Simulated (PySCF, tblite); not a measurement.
# C4H8N2OSi: geometry, infrared bands and NMR shifts

Wanted: the infrared bands and NMR shifts of C4H8N2OSi (`CC(=O)N[Si@H]1CC=N1`), by calculation.

The runs use tblite 0.8.0 and PySCF 2.14.0, with density-fitted response routines of our own; the level of theory stands in each step. All values are computed, except where a source is named. Atoms count from 0, in the outputs and in this text.

**1. The molecule as given**

16 atoms, charge 0, multiplicity 1; geometry from: force field or distance geometry start.

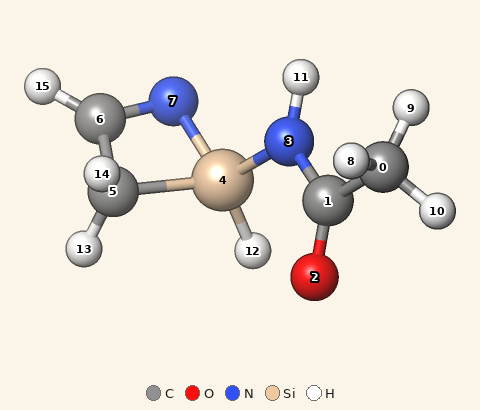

The starting geometry (carbon grey, oxygen red, nitrogen blue, silicon light orange, hydrogen white), atoms numbered; sticks join atoms by distance.

**2. Geometry optimisation with GFN2-xTB**

The job: settings as JSON, then the geometry in Å.

```
{"job": {"kind": "relax", "xc": "GFN2-xTB", "basis": "xTB"}, "charge": 0, "multiplicity": 1}
C     -2.950900     0.337100     0.387800
C     -1.657800    -0.061900    -0.167900
O     -1.448900    -0.181200    -1.408400
N     -0.610200    -0.323600     0.779200
Si     0.973300    -0.825200     0.139500
C      2.146500     0.543600    -0.233900
C      2.891700     0.021100     0.972900
N      2.186600    -0.985500     1.389400
H     -3.082500     1.441800     0.378400
H     -3.103100    -0.083500     1.404100
H     -3.746100    -0.166800    -0.245400
H     -0.780400    -0.240800     1.820200
H      0.953600    -1.838600    -0.903700
H      2.702500     0.419800    -1.178300
H      1.701500     1.550600    -0.034300
H      3.816800     0.401900     1.423900
```

On the command line:

```
$ OMP_NUM_THREADS=1 python probes_run.py task.json out
```

One launch serves the whole session: the jobs run in the order shown.

Standard output:

```text
step      E/eV     max force
  0    -659.73217    3.928
  1    -660.08911    4.048
  2    -660.23102    1.332
  3    -660.30140    0.828
  4    -660.35599    0.606
  5    -660.37609    0.495
  6    -660.40678    0.398
  7    -660.42030    0.286
  8    -660.43051    0.279
  9    -660.44141    0.328
 10    -660.45140    0.332
 11    -660.45915    0.225
 12    -660.46436    0.187
 13    -660.46751    0.125
 14    -660.46899    0.081
 15    -660.46980    0.075
 16    -660.47048    0.067
 17    -660.47112    0.075
 18    -660.47164    0.066
 19    -660.47201    0.039
 20    -660.47229    0.042
 21    -660.47260    0.052
 22    -660.47292    0.053
 23    -660.47319    0.042
 24    -660.47339    0.039
 25    -660.47356    0.044
 26    -660.47375    0.041
 27    -660.47401    0.043
 28    -660.47435    0.046
 29    -660.47474    0.052
 30    -660.47509    0.055
 31    -660.47537    0.048
 32    -660.47562    0.043
 33    -660.47590    0.055
 34    -660.47625    0.061
 35    -660.47663    0.052
 36    -660.47697    0.045
 37    -660.47722    0.031
 38    -660.47741    0.038
 39    -660.47762    0.034
 40    -660.47784    0.046
 41    -660.47805    0.042
 42    -660.47823    0.037
 43    -660.47843    0.038
 44    -660.47869    0.048
 45    -660.47902    0.063
 46    -660.47935    0.055
 47    -660.47960    0.036
 48    -660.47977    0.031
 49    -660.47992    0.031
 50    -660.48006    0.036
 51    -660.48021    0.038
 52    -660.48038    0.032
 53    -660.48059    0.043
 54    -660.48081    0.052
 55    -660.48099    0.039
 56    -660.48110    0.025
 57    -660.48120    0.025
 58    -660.48130    0.026
 59    -660.48140    0.029
 60    -660.48146    0.020
 61    -660.48151    0.018
 62    -660.48158    0.018
 63    -660.48170    0.028
 64    -660.48186    0.035
 65    -660.48199    0.028
 66    -660.48208    0.028
 67    -660.48218    0.032
 68    -660.48234    0.037
 69    -660.48260    0.051
 70    -660.48295    0.053
 71    -660.48329    0.038
 72    -660.48356    0.037
 73    -660.48379    0.041
 74    -660.48399    0.047
 75    -660.48415    0.041
 76    -660.48430    0.032
 77    -660.48441    0.025
 78    -660.48450    0.030
 79    -660.48469    0.035
 80    -660.48490    0.051
 81    -660.48513    0.056
 82    -660.48532    0.038
 83    -660.48547    0.039
 84    -660.48560    0.034
 85    -660.48572    0.029
 86    -660.48587    0.029
 87    -660.48598    0.038
 88    -660.48616    0.039
 89    -660.48634    0.036
 90    -660.48660    0.050
 91    -660.48694    0.052
 92    -660.48733    0.060
 93    -660.48761    0.040
 94    -660.48773    0.028
 95    -660.48780    0.031
 96    -660.48787    0.033
 97    -660.48800    0.041
 98    -660.48822    0.047
 99    -660.48846    0.027
100    -660.48859    0.017
101    -660.48863    0.016
102    -660.48868    0.016
103    -660.48874    0.018
104    -660.48887    0.029
105    -660.48902    0.043
106    -660.48914    0.041
107    -660.48924    0.030
108    -660.48933    0.030
109    -660.48943    0.032
110    -660.48957    0.037
111    -660.48973    0.049
112    -660.49009    0.061
113    -660.49056    0.057
114    -660.48961    0.190
115    -660.49108    0.033
116    -660.49122    0.022
117    -660.49135    0.033
118    -660.49141    0.026
119    -660.49150    0.021
120    -660.49162    0.023
121    -660.49169    0.022
122    -660.49172    0.020
123    -660.49174    0.009
```

Run time: 0.8 s. Hardware: 1 thread of Arm Neoverse V2, shared host; peak memory 0.18 GiB.

Relaxation path: (not every step is listed)

| step | energy from step 0 (eV) | largest force (eV/Å) |
| --- | --- | --- |
| 0 | 0.0000 | 3.9278 |
| 1 | -0.3569 | 4.0485 |
| 2 | -0.4988 | 1.3316 |
| 3 | -0.5692 | 0.8285 |
| 4 | -0.6238 | 0.6064 |
| 5 | -0.6439 | 0.4952 |
| 6 | -0.6746 | 0.3982 |
| 7 | -0.6881 | 0.2863 |
| 8 | -0.6983 | 0.2791 |
| 19 | -0.7398 | 0.0392 |
| 30 | -0.7429 | 0.0547 |
| 41 | -0.7459 | 0.0418 |
| 52 | -0.7482 | 0.0318 |
| 63 | -0.7495 | 0.0279 |
| 74 | -0.7518 | 0.0469 |
| 85 | -0.7536 | 0.0287 |
| 96 | -0.7557 | 0.0334 |
| 107 | -0.7571 | 0.0295 |
| 118 | -0.7592 | 0.0259 |
| 119 | -0.7593 | 0.0210 |
| 120 | -0.7595 | 0.0234 |
| 121 | -0.7595 | 0.0221 |
| 122 | -0.7595 | 0.0198 |
| 123 | -0.7596 | 0.0091 |

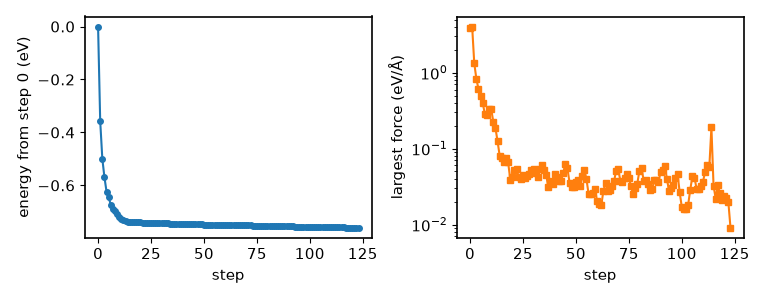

Energy and force, step by step.

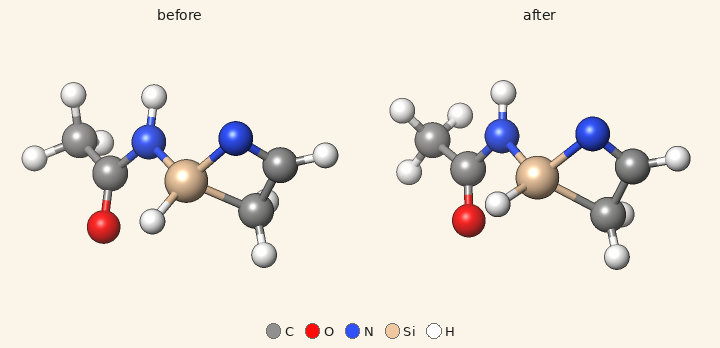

Before and after, at one scale.

Close pairs (by a distance rule), those that changed most:

| bond | before (Å) | after (Å) | change (Å) |
| --- | --- | --- | --- |
| C1–N3 | 1.436 | 1.346 | -0.091 |
| Si4–C5 | 1.841 | 1.922 | +0.081 |
| N3–H11 | 1.058 | 1.006 | -0.052 |
| Si4–N7 | 1.749 | 1.799 | +0.049 |
| C0–H10 | 1.135 | 1.086 | -0.049 |
| C1–O2 | 1.264 | 1.218 | -0.046 |
| C0–C1 | 1.463 | 1.503 | +0.040 |
| C5–H14 | 1.119 | 1.088 | -0.031 |

The next job starts from the end point, and lists it.

**3. Harmonic vibrations with GFN2-xTB**

The job: settings as JSON, then the geometry in Å.

```
{"job": {"kind": "ir", "xc": "GFN2-xTB", "basis": "xTB"}, "charge": 0, "multiplicity": 1}
C     -2.935673     0.292013     0.358788
C     -1.545595    -0.083203    -0.072301
O     -1.176860    -0.162260    -1.230064
N     -0.636552    -0.346839     0.884373
Si     0.889628    -0.823371     0.171876
C      2.124220     0.550798    -0.358968
C      2.806057     0.120486     0.899525
N      2.134243    -0.800624     1.470340
H     -2.899877     1.160097     1.013849
H     -3.383878    -0.534189     0.907098
H     -3.542224     0.519333    -0.512752
H     -0.867621    -0.313304     1.863183
H      0.776885    -2.057670    -0.577589
H      2.716328     0.389491    -1.255496
H      1.801433     1.589390    -0.343605
H      3.731888     0.508794     1.305301
```

Standard output:

```text
mode    cm-1     km/mol
  1      56.2      9.79
  2      65.5      2.07
  3      75.6     12.26
  4     100.1     15.55
  5     142.8      5.07
  6     180.7      6.38
  7     311.3      6.43
  8     368.3     23.67
  9     503.8     79.99
 10     525.1     33.25
 11     566.9     53.59
 12     581.3     12.03
 13     604.8     12.62
 14     656.1     68.31
 15     669.7     88.07
 16     712.4    135.72
 17     806.3      2.34
 18     835.9     99.73
 19     872.8    138.08
 20     962.4      6.90
 21     991.4      2.42
 22    1002.8     21.64
 23    1004.6     36.36
 24    1037.0      1.92
 25    1163.7      3.02
 26    1166.4     20.54
 27    1223.6     26.48
 28    1366.4     41.50
 29    1394.8    548.00
 30    1422.6     27.33
 31    1452.9     12.03
 32    1460.5     10.00
 33    1625.8    100.04
 34    1697.9    390.22
 35    2394.8    260.77
 36    2997.2     18.94
 37    3013.6     18.91
 38    3023.9     11.34
 39    3024.8     95.17
 40    3029.1      6.61
 41    3065.4      6.63
 42    3474.9      5.22
```

Run time: 0.52 s. Hardware: 1 thread of Arm Neoverse V2, shared host; peak memory 0.18 GiB.

The strongest bands and the atoms that carry them (share of the mass-weighted mode):

| cm⁻¹ | km/mol | atoms |
| --- | --- | --- |
| 712 | 135.7 | H12 31 %, H14 15 %, C5 14 %, H13 10 % |
| 836 | 99.7 | N3 33 %, Si4 17 %, H11 15 %, N7 12 % |
| 873 | 138.1 | N7 30 %, Si4 14 %, C6 11 %, C5 11 % |
| 1395 | 548.0 | C1 49 %, N3 28 % |
| 1626 | 100.0 | C6 54 %, N7 43 % |
| 1698 | 390.2 | C1 63 %, O2 34 % |
| 2395 | 260.8 | H12 97 % |
| 3025 | 95.2 | H15 89 % |

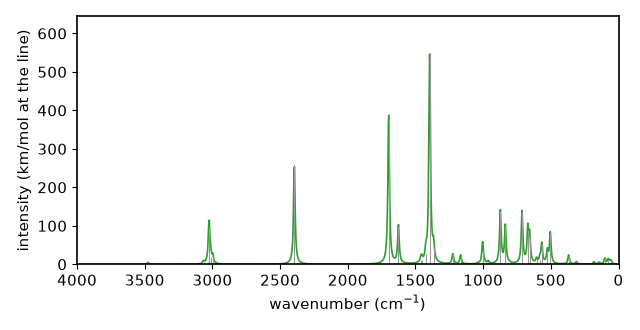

The infrared spectrum from these modes, unscaled. Lines are broadened to a width of 14 cm⁻¹ (Lorentzian).

**4. Shielding tensors: PBE0/pcSseg-1**

Settings changed since step 3:

```diff
@@ -1,2 +1,2 @@
-{"job": {"kind": "ir", "xc": "GFN2-xTB", "basis": "xTB"}, "charge": 0, "multiplicity": 1}
+{"job": {"kind": "nmr", "xc": "PBE0", "basis": "pcSseg-1"}, "charge": 0, "multiplicity": 1}
 C     -2.935673     0.292013     0.358788
```

With the program's defaults for keys left out, this is: GIAO PBE0/pcSseg-1 NMR shielding, non-relativistic, gas phase.

Standard output:

```text
coarse grid: 14144 points
cycle   1  E = -630.6923787516  dE =  1.354e+00  |g| = 9.202e-01  |ddm| = 3.686e+00
cycle   2  E = -630.2429010171  dE =  4.495e-01  |g| = 1.762e+00  |ddm| = 2.266e+00
cycle   3  E = -630.8531212125  dE = -6.102e-01  |g| = 2.670e-01  |ddm| = 1.678e+00
cycle   4  E = -630.8670815655  dE = -1.396e-02  |g| = 8.165e-02  |ddm| = 2.489e-01
cycle   5  E = -630.8680363829  dE = -9.548e-04  |g| = 4.219e-02  |ddm| = 7.539e-02
cycle   6  E = -630.8684303094  dE = -3.939e-04  |g| = 7.515e-03  |ddm| = 3.619e-02
cycle   7  E = -630.8684409680  dE = -1.066e-05  |g| = 3.067e-03  |ddm| = 7.038e-03
cycle   8  E = -630.8684429650  dE = -1.997e-06  |g| = 5.255e-04  |ddm| = 2.319e-03
final grid: 132928 points
cycle   9  E = -630.9209413008  dE = -1.751e-05  |g| = 1.277e-02  |ddm| = 2.441e-02
cycle  10  E = -630.9208625040  dE =  7.880e-05  |g| = 2.405e-02  |ddm| = 2.561e-02
cycle  11  E = -630.9209726582  dE = -1.102e-04  |g| = 2.574e-03  |ddm| = 1.793e-02
cycle  12  E = -630.9209741083  dE = -1.450e-06  |g| = 2.204e-04  |ddm| = 2.171e-03
cycle  13  E = -630.9209741163  dE = -7.951e-09  |g| = 1.288e-04  |ddm| = 3.363e-04
cycle  14  E = -630.9209741197  dE = -3.389e-09  |g| = 5.247e-05  |ddm| = 1.349e-04
cycle  15  E = -630.9209741202  dE = -5.282e-10  |g| = 1.609e-05  |ddm| = 4.740e-05
converged SCF energy = -630.9209741202

GIAO shielding tensors (ppm)
atom      isotropic    diamagn.    paramagn.     s11        s22        s33       span
  0 C      163.743     249.016     -85.272    141.849    154.638    194.743     52.893
  1 C        6.655     250.157    -243.502    -71.566     -6.766     98.297    169.862
  2 O     -103.530     405.539    -509.068   -361.746   -212.451    263.607    625.353
  3 N      133.713     331.566    -197.854     32.622    144.418    224.098    191.476
  4 Si     364.766     879.754    -514.988    345.051    354.440    394.806     49.755
  5 C      147.458     256.889    -109.431    118.124    144.210    180.041     61.917
  6 C      -13.809     261.635    -275.443   -135.505    -24.553    118.632    254.137
  7 N     -192.802     332.424    -525.226   -594.201   -181.147    196.943    791.144
  8 H       29.597      28.846       0.751     26.009     28.737     34.045      8.036
  9 H       29.502      27.442       2.060     26.076     28.450     33.981      7.905
 10 H       29.766      27.332       2.434     25.940     27.999     35.360      9.420
 11 H       26.670      35.115      -8.445     22.618     26.598     30.795      8.177
 12 H       25.979      29.569      -3.590     23.079     24.542     30.315      7.236
 13 H       29.142      32.029      -2.887     26.692     27.695     33.039      6.347
 14 H       29.194      33.946      -4.752     26.393     28.653     32.534      6.141
 15 H       22.300      29.787      -7.487     20.849     22.138     23.914      3.065
```

Wall time 32 s (1 thread of Arm Neoverse V2, shared host); peak memory 0.87 GiB.

The references, computed at this level on geometries of the same kind, shield at (ppm): ¹H TMS 31.72, ¹³C TMS 186.9, ²⁹Si TMS 349.2, ¹⁵N NH3 267.7, ¹⁷O H2O 336.1. Their shielding less the atom's gives the shift. The references are single molecules in the gas phase, so shifts against H2O, NH3, PH3, H3PO4 or CFCl3 are not on the usual liquid scales and can be off by tens of ppm. Atoms listed in one row are averaged.

| atoms | environment | σ (ppm) | δ (ppm) | δ scaled to CDCl3 |
| --- | --- | --- | --- | --- |
| C6 | C=N carbon | -13.8 | 200.7 | 194.0 |
| C1 | amide carbonyl carbon | 6.7 | 180.3 | 174.0 |
| C5 | sp3 CH2 bonded to Si | 147.5 | 39.5 | 36.6 |
| C0 | methyl carbon α to a carbonyl | 163.7 | 23.2 | 20.7 |
| H15 | hydrogen on a C=N carbon | 22.30 | 9.42 | 8.98 |
| H12 | hydrogen on a silicon bonded to C, 2 N, in a 4-membered ring | 25.98 | 5.74 | – |
| H11 | hydrogen on an amide-type nitrogen | 26.67 | 5.05 | – |
| H13 | hydrogen on an sp3 CH2 bonded to Si | 29.14 | 2.57 | 2.53 |
| H14 | hydrogen on an sp3 CH2 bonded to Si | 29.19 | 2.52 | 2.48 |
| H8, H9, H10 | hydrogen on a methyl carbon α to a carbonyl | 29.62 | 2.10 | 2.08 |
| O2 | amide-type carbonyl oxygen | -103.5 | 439.6 | – |
| N7 | imine nitrogen | -192.8 | 460.5 | – |
| N3 | amide-type nitrogen | 133.7 | 134.0 | – |
| Si4 | silicon bonded to C, 2 N, H, in a 4-membered ring | 364.8 | -15.6 | – |

The scaled column applies a straight-line fit of computed shieldings to shifts measured in CDCl3 (root-mean-square error 0.16 ppm for H, 1.9 ppm for C).

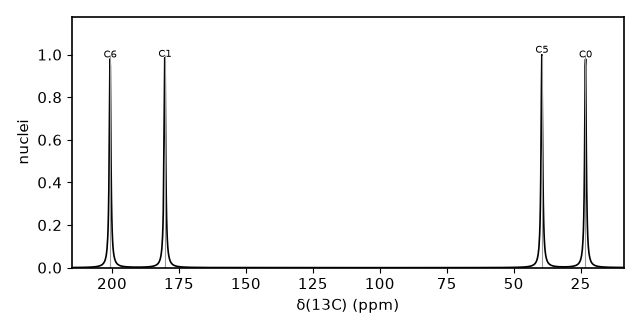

¹³C lines at the computed shifts, without couplings. Lines are broadened to a width of 0.71 ppm (Lorentzian).

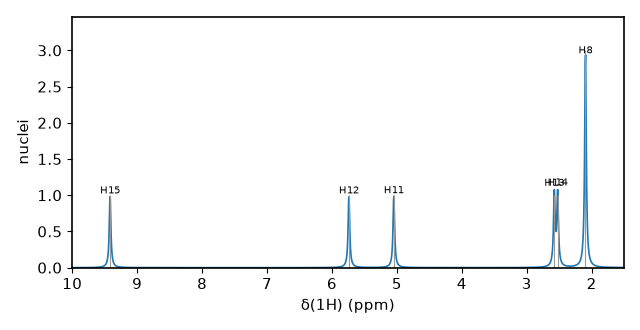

¹H lines at the computed shifts, without couplings. Lines are broadened to a width of 0.03 ppm (Lorentzian).

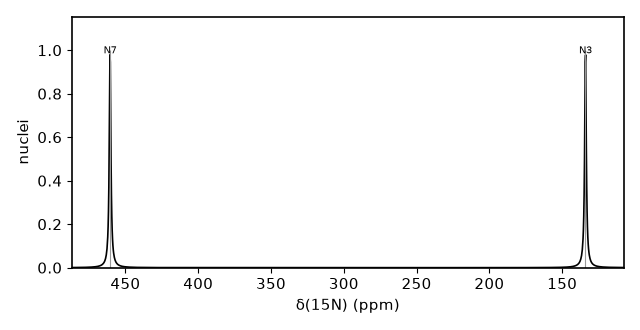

¹⁵N lines at the computed shifts, without couplings. Lines are broadened to a width of 1 ppm (Lorentzian).

The run also stored atomic charges by several schemes (e):

| atoms | Mulliken | IAO | Hirshfeld | ESP fit |
| --- | --- | --- | --- | --- |
| C0 | -0.24 | -0.48 | -0.12 | -0.60 |
| C1 | 0.36 | 0.45 | 0.19 | 0.81 |
| O2 | -0.46 | -0.49 | -0.26 | -0.60 |
| N3 | -0.61 | -0.61 | -0.20 | -0.86 |
| Si4 | 0.95 | 1.14 | 0.43 | 1.17 |
| C5 | -0.52 | -0.60 | -0.17 | -0.76 |
| C6 | 0.06 | 0.05 | 0.05 | 0.52 |
| N7 | -0.51 | -0.58 | -0.30 | -0.81 |

IAO charges:

C0 -0.48; C1 0.45; O2 -0.49; N3 -0.61; Si4 1.14; C5 -0.60; C6 0.05; N7 -0.58; H8 0.16; H9 0.17; H10 0.18; H11 0.28; H12 -0.13; H13 0.16; H14 0.16; H15 0.14

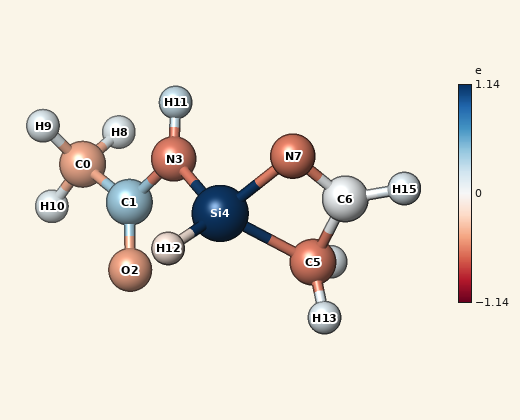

IAO charges, as colours on the atoms.

Mayer bond orders: C0–C1 0.99, C1–O2 1.81, C1–N3 1.16, N3–Si4 0.86, Si4–C5 0.89, C5–C6 0.97, C6–N7 1.83, N7–Si4 0.97.

Ring of atoms Si4, C5, C6, N7: NICS(0) 7.2, NICS(1) -2.3, NICS(1)zz 3.3 ppm (means of both faces).

Orbitals, density, ELF and potential are computed afterwards from the orbital file.

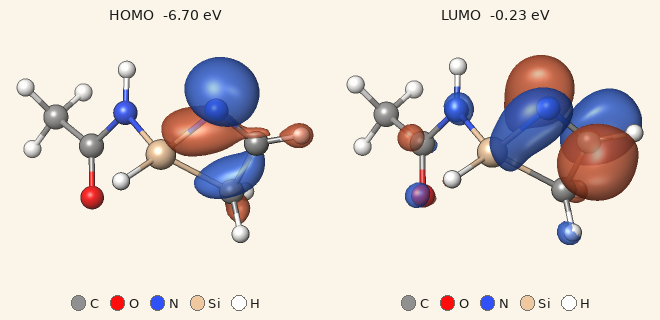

PBE0/pcSseg-1 orbitals near the gap, drawn at the value that encloses 70 % of each; the two colours are the two signs.

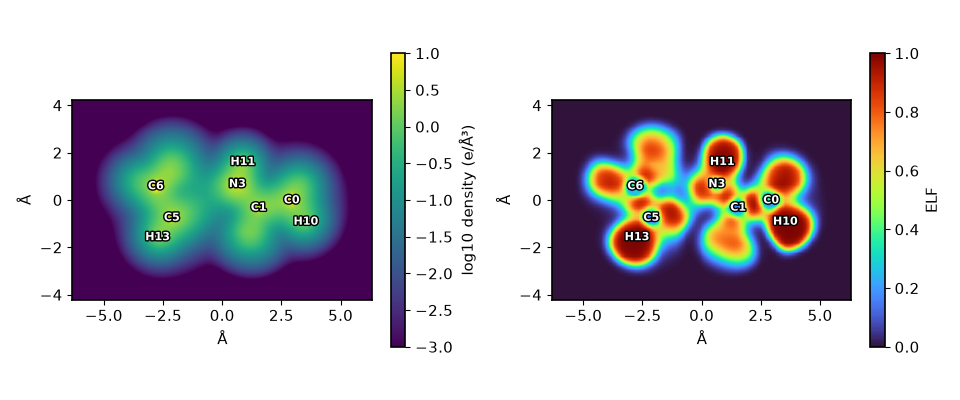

Density (left) and ELF (right) in a plane through or near 8 of the atoms.

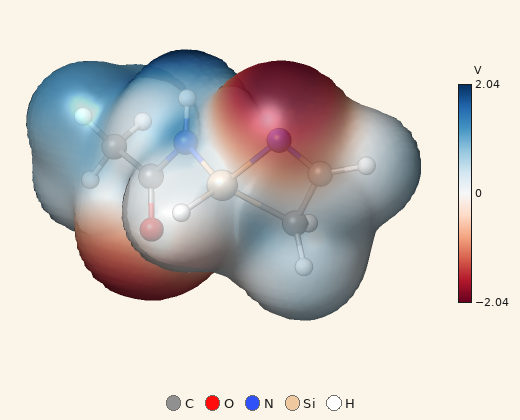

Electrostatic potential on the surface of density 0.002 e/bohr³; red is low, blue high. It runs from -1.99 V near N7 to 2.04 V near H11.

**5. Summary of results**

| quantity | value |
| --- | --- |
| strongest single infrared mode (GFN2-xTB) | 1395 cm⁻¹, 548 km/mol |
| zero-point energy (GFN2-xTB) | 73.8 kcal/mol |
| ¹³C shifts against TMS (PBE0/pcSseg-1) | 200.7, 180.3, 39.5, 23.2 ppm |
| ¹H shifts against TMS (PBE0/pcSseg-1, means over atoms taken as alike) | 9.42, 5.74, 5.05, 2.57, 2.52, 2.10 ppm |
| ¹⁷O shifts against H2O (PBE0/pcSseg-1) | 439.6 ppm |
| ¹⁵N shifts against NH3 (PBE0/pcSseg-1) | 460.5, 134.0 ppm |
| ²⁹Si shifts against TMS (PBE0/pcSseg-1) | -15.6 ppm |
| surface potential, least and greatest | -1.99 V and 2.04 V |

Relaxing lowered the energy by 0.760 eV in 123 steps; the close pair that moved most is C1–N3, from 1.436 to 1.346 Å. All 42 modes are real, so the xTB geometry is a minimum. The strongest single mode, at 1395 cm⁻¹, moves mainly C1 and N3. GFN2-xTB is a fitted tight-binding method: band positions and strengths are rough. Its intensities can rank the bands wrongly. At PBE0/pcSseg-1: The largest span, 791 ppm, is at N7, where the paramagnetic term is -525 ppm.
